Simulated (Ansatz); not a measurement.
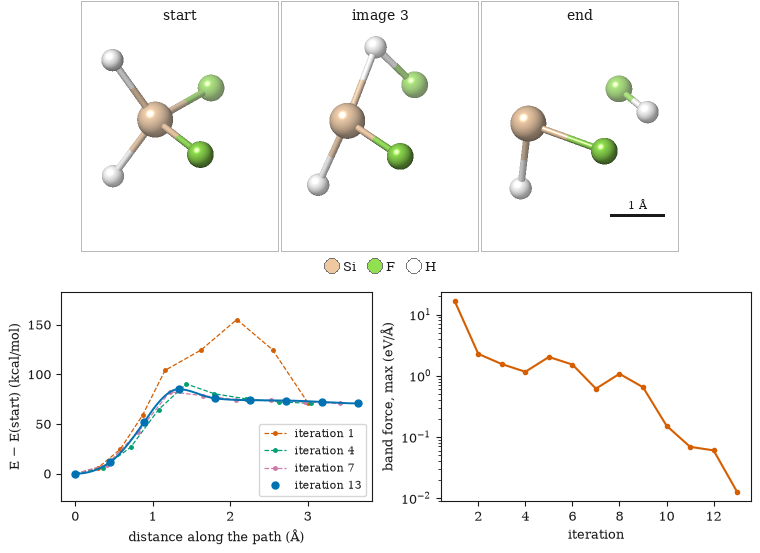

NEB run on SiH2F2. Images are numbered from 0 (start) to 8 (end). The plot follows the band through its iterations. A ball-and-stick model, seen from a free direction.

Level of theory: Ansatz, RKS B3LYP-D4/def2-SVP. Run with 7 movable images; climbing image; force threshold 0.05 eV/Å; iteration limit 60; starting path through a guess of the saddle point.

Q: Judge this run.

A: The result is final at these settings. The band converged in 13 iterations. The largest component of the band force went from 16 to 0.013 eV/Å. The climbing image converged on the top of the path. Its vibrational analysis gives one imaginary mode (1215i cm⁻¹), as a transition state must have. The first iteration put the highest image at 155.3 kcal/mol. The highest point, image 3, lies 85.1 kcal/mol above the start and 14.3 kcal/mol above the end; the end is at +70.8 kcal/mol relative to the start.

The run took 94 s on 1 thread of Arm Neoverse V2, with other jobs on the host, peak memory 0.1 GiB.
